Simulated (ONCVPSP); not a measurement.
# K: pseudopotential generation

- system: potassium (K, Z = 19), core [Ne], reference valence 3s2 3p6 (an ion of charge +1), valence charge 9.
- method: ONCV potential, LDA (Perdew-Zunger), scalar-relativistic, made with ONCVPSP 4.0.1

### Log (extracts)
```
ONCVPSP  (Optimized Norm-Conservinng Vanderbilt PSeudopotential)
scalar-relativistic version 4.0.1

#   n    l    f        energy (Ha)
    1    0    2.00    -1.2927623E+02
    2    0    2.00    -1.3174002E+01
    2    1    6.00    -1.0519582E+01
    3    0    2.00    -1.5198158E+00
    3    1    6.00    -9.1765296E-01

Reference configufation results
  iterations    23
  all-electron total energy (Ha)   -6.00394365D+02

Begin loop to  construct optimized pseudo wave functions
and semi-local pseudopoentials for all angular momenta

Calculating optimized projector #   1

 for l=   0

    Fraction of norm inside rc  0.691225
    Optimizing pswf for qcut=   8.20 a_B^-1,  ecut=  33.63 Ha
    Residual kinetic energy error=  1.16D-05 Ha

    Energy error per electron        Cutoff
         Ha          eV             Ha
         0.01000     0.27211       18.43
         0.00100     0.02721       24.71
         0.00010     0.00272       29.23
         0.00001     0.00027       35.28

   Wellstate for l =  1  n =  5
     eigenvalue =   1.4823
     asymptotic potential =   1.9823
     half-point radius =  3.6822

Calculating optimized projector #   1

 for l=   1

    Fraction of norm inside rc  0.645651
    Optimizing pswf for qcut=   6.99 a_B^-1,  ecut=  24.42 Ha
    Residual kinetic energy error=  6.04D-06 Ha

    Energy error per electron        Cutoff
         Ha          eV             Ha
         0.01000     0.27211        8.70
         0.00100     0.02721       11.64
         0.00010     0.00272       14.15
         0.00001     0.00027       22.38

Calculating optimized projector #   2

 for l=   1

    Fraction of norm inside rc  0.075513
    Optimizing pswf for qcut=   6.99 a_B^-1,  ecut=  24.42 Ha
    Residual kinetic energy error=  1.45D-05 Ha

    Energy error per electron        Cutoff
         Ha          eV             Ha
         0.01000     0.27211        8.65
         0.00100     0.02721       11.90
         0.00010     0.00272       14.78
         0.00001     0.00027       26.38

WARNING wellstate: moderately localized bound state found for n= 3 l=  2
WARNING scattering state with energy  0.05000000
WARNING will be used for the first projector

   Wellstate for l =  2  n =  4
     eigenvalue =   0.0500
     asymptotic potential =   0.5500
     half-point radius = 12.0284

Calculating optimized projector #   1

 for l=   2

    Fraction of norm inside rc  0.081936
    Optimizing pswf for qcut=   5.80 a_B^-1,  ecut=  16.83 Ha
    Residual kinetic energy error=  1.45D-02 Ha

    Energy error per electron        Cutoff
         Ha          eV             Ha
         0.01000     0.27211       18.46
         0.00100     0.02721       81.57
         0.00010     0.00272      107.08
         0.00001     0.00027      120.70

Construct Vanderbilt / Kleinmman-Bylander projectors

B matrix Hermiticity error, ll=   1
   1   2   -1.5528E-04

  Orthonormal projector coefficients -2.4285E+01  6.3182E+00

Model core correction analysis
  based on d2Exc/dn_idn_j

d2excae - all-electron derivatives

   -3.565900D-02   -3.195948D-02
   -3.195991D-02   -3.017497D-02

d2excps - pseudofunction derivatives with no core correction

   -4.015314D-02   -3.556484D-02
   -3.556552D-02   -3.299953D-02

rms 2nd derivative error    3.680170E-03

rmatch, rhocmatch    0.6786    6.7948

Teter function model core charge with specified parameters

d2excps - pseudofunction derivatives with core correction

   -3.906976D-02   -3.458337D-02
   -3.458399D-02   -3.207512D-02

rms 2nd derivative error    2.693255E-03

Pseudoatom total energy  -28.135002

Diagnostic tests using Vanderbilt-Kleinman-Bylander pseudopotentials
  1 or more projectors used as specified by nproj input data

   l    rcore       rmatch      e in        delta e   norm test  slope test

   0   1.4505450   1.4945867  -1.5198158  -0.0000088   0.9999967   1.0000105

   1   1.5585006   1.6058201  -0.9176530   0.0000010   0.9999674   0.9999948
   1   1.5585006   1.6058201   1.4823470   0.0000289   1.0004438   1.0004438

   2   1.4078011   1.4505450   0.0500000   0.0000033   1.0000013   1.0000013

 Testing for bound ghosts
   n   l    E NL Schr. Eq   E Basis Diag.   E Cutoff

       0                       -6.114215    124.56  WARNING - GHOST(-)
   1   0       -1.519825       -1.519423    124.56

       1                       -8.756873    124.41  WARNING - GHOST(-)
   2   1       -0.917652       -0.916501    124.41

 Testing for highly-localized positive-energy ghosts
       l    <radius>/rc     E Basis Diag.   E Cutoff

Test configuration 0

   n   l     f        eae           eps        diff
   1   0  2.0000 -129.27623333
   2   0  2.0000  -13.17400221
   2   1  6.0000  -10.51958156
   3   0  2.0000   -1.51981584   -1.51982464   -8.80D-06
   3   1  6.0000   -0.91765296   -0.91765191    1.05D-06

    Total energies and differences
      AE_ref= -6.00394365D+02  AE_tst= -6.00394365D+02  dif=  0.00D+00
      PS_ref= -2.81350023D+01  PS_tst= -2.81350023D+01  dif=  3.55D-15
      PSP excitation error= -3.55D-15

Test configuration 1

psatom: WARNING lschvkbb convergence error n,l,iter=   2   0   2
ea(ii),et,emin,emax -2.251396E-01 -2.476536E-01 -2.476536E-01 -2.476536E-01
run_config: WARNING for fully non-local PS atom, stg. 2
 WARNING no output for configuration 2

Test configuration 2

psatom: WARNING lschvkbb convergence error n,l,iter=   2   0   2
ea(ii),et,emin,emax -2.251396E-01 -2.476536E-01 -2.476536E-01 -2.476536E-01
run_config: WARNING for fully non-local PS atom, stg. 2
 WARNING no output for configuration 3

Test configuration 3

   n   l     f        eae           eps        diff
   1   0  2.0000 -129.10268159
   2   0  2.0000  -13.00092963
   2   1  6.0000  -10.34644857
   3   0  2.0000   -1.34796096   -1.34800064   -3.97D-05
   3   1  6.0000   -0.74652509   -0.74655111   -2.60D-05
   4   1  1.0000   -0.05183224   -0.05182902    3.21D-06

    Total energies and differences
      AE_ref= -6.00394365D+02  AE_tst= -6.00496388D+02  dif= -1.02D-01
      PS_ref= -2.81350023D+01  PS_tst= -2.82370164D+01  dif= -1.02D-01
      PSP excitation error= -9.12D-06

Test configuration 4

   n   l     f        eae           eps        diff
   1   0  2.0000 -129.10213458
   2   0  2.0000  -12.99602834
   2   1  6.0000  -10.34202304
   3   0  2.0000   -1.34241951   -1.34258245   -1.63D-04
   3   1  6.0000   -0.74209047   -0.74222142   -1.31D-04
   3   2  1.0000   -0.02300842   -0.02301821   -9.79D-06

    Total energies and differences
      AE_ref= -6.00394365D+02  AE_tst= -6.00463934D+02  dif= -6.96D-02
      PS_ref= -2.81350023D+01  PS_tst= -2.82045165D+01  dif= -6.95D-02
      PSP excitation error= -5.48D-05
```

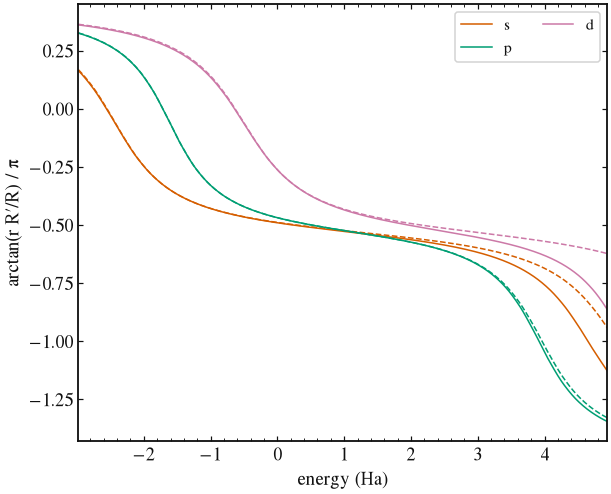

Fig. 1: Unwrapped phase arctan(r R′/R) in units of π against energy, all-electron (solid) and pseudo (dashed); the pseudo phase is matched to the all-electron one at the reference energy. Here R(r) is the radial function. Not drawn: f: not judged.

- Range over which the phases agree within 0.05 rad: s: up to about 2.8 Ha; p: up to about 3.7 Ha; d: up to about 2.7 Ha.
- Ghost states: the plot shows none: the two phases stay within 0.76 rad of each other in all channels drawn. The separate test gives: GHOST(-) flagged for s at -166.4 eV, p at -238.3 eV; no localised positive-energy state flagged. The bound ghosts lie below the range of the plot.

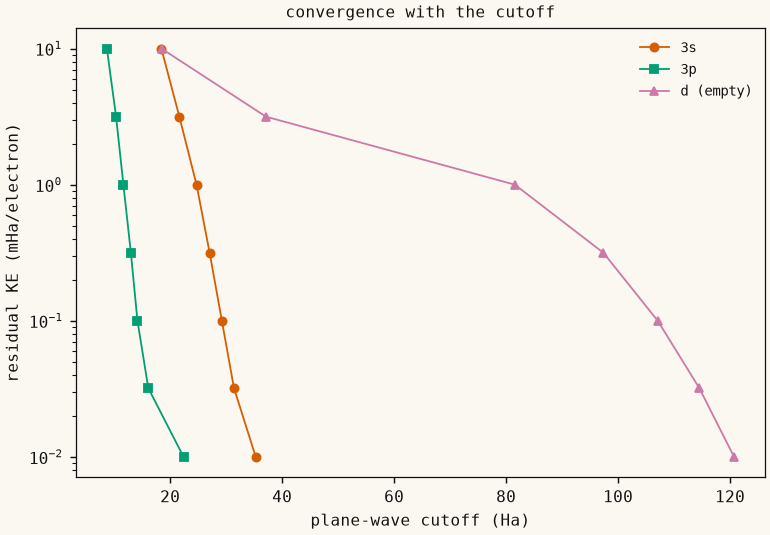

Fig. 2: Residual kinetic energy of the pseudo-waves (the first of each channel, and further valence shells) beyond the plane-wave cutoff, as the generator prints it.

- Cutoffs for 1 mHa per electron: d (empty): 82 Ha; 3s: 25 Ha; 3p: 12 Ha.
- Hardest wave at 1 mHa per electron: d (empty), with rc = 1.40 bohr and qcut = 5.8 1/bohr. The optimisation minimises, but can't always remove, the kinetic energy above qcut²/2 = 16.8 Ha, and a larger rc would as a rule soften the wave at some cost in transferability.
- Cutoffs for the occupied states: 25 Ha for 1 mHa and 29 Ha for 0.1 mHa per electron. The first is set by 3s. The potential isn't sound: its ghost test gives GHOST(-) flagged for s at -166.4 eV, p at -238.3 eV; no localised positive-energy state flagged.

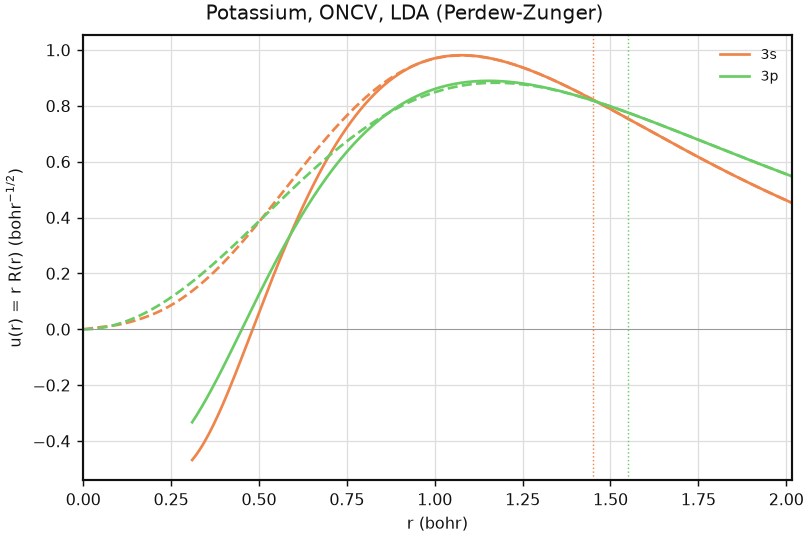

Fig. 3: All-electron valence functions (solid) with their pseudo partners (dashed). Dotted lines mark the matching radii. The innermost oscillations of some all-electron curves aren't drawn. Pseudo-waves: 3s has no node; 3p has no node.

### Input
```
# ATOM AND REFERENCE CONFIGURATION
# atsym  z   nc   nv     iexc    psfile
  K 19.00    3    2        3      upf
#
#   n    l    f
    1    0    2.00
    2    0    2.00
    2    1    6.00
    3    0    2.00
    3    1    6.00
#
# PSEUDOPOTENTIAL AND OPTIMIZATION
# lmax
    2
#
#   l,   rc,      ep,       ncon, nbas, qcut
    0    1.45    0.00    5    9    8.20
    1    1.55    0.00    4    8    7.00
    2    1.40    0.45    5    8    5.80
#
# LOCAL POTENTIAL
# lloc, lpopt,  rc(5),   dvloc0
    2    5    1.40    0.00
#
# VANDERBILT-KLEINMAN-BYLANDER PROJECTORs
# l, nproj, debl
    0    1    1.90
    1    2    2.40
    2    0    3.10
#
# MODEL CORE CHARGE
# icmod, fcfact, rcfact
    3    2.00    1.20
#
# LOG DERIVATIVE ANALYSIS
# epsh1, epsh2, depsh
   -3.00    5.00    0.02
#
# OUTPUT GRID
# rlmax, drl
    6.00    0.01
#
# TEST CONFIGURATIONS
# ncnf
    4
# nvcnf
#   n    l    f
    3
    3    0    2.00
    3    1    6.00
    4    0    1.00
#
    3
    3    0    2.00
    3    1    6.00
    4    0    0.50
#
    3
    3    0    2.00
    3    1    6.00
    4    1    1.00
#
    3
    3    0    2.00
    3    1    6.00
    3    2    1.00
#
```

Command:
```bash
oncvpsp.x < K.dat > K.out
```

### Summary

- outcome: generated, with a ghost state
- cutoffs needed: 25 Ha and 29 Ha (the cutoffs at which the residual kinetic energy of the hardest occupied pseudo-wave falls to 1 and 0.1 mHa per electron); the channels without a valence shell are harder: d needs 82 Ha for 1 mHa
- ghost test: GHOST(-) flagged for s at -166.4 eV, p at -238.3 eV; no localised positive-energy state flagged
- configuration tests: 2 of 4 tests not solved
- rms error of d²Exc/dni dnj: 3.68 mHa without and 2.69 mHa with the model core
- largest excitation error among the tests solved: -1.5 meV (all-electron minus pseudo) for 3s2 3p6 3d1
- range over which the phases arctan(r R′/R) at the test radius agree within 0.05 rad (a looser test near the poles than one of phase shifts): s: up to about 2.8 Ha; p: up to about 3.7 Ha; d: up to about 2.7 Ha; f: not judged, local potential alone
- hardware: 1 CPU thread, shared host
- wall time: 2.4 s

### Remarks

The potential has a bound ghost state, so it can't be used as it stands. Warnings of the program, in the generation or the tests: wellstate: moderately localized bound state found for n= 3 l= 2; psatom: WARNING lschvkbb convergence error n,l,iter= 2 0 2.
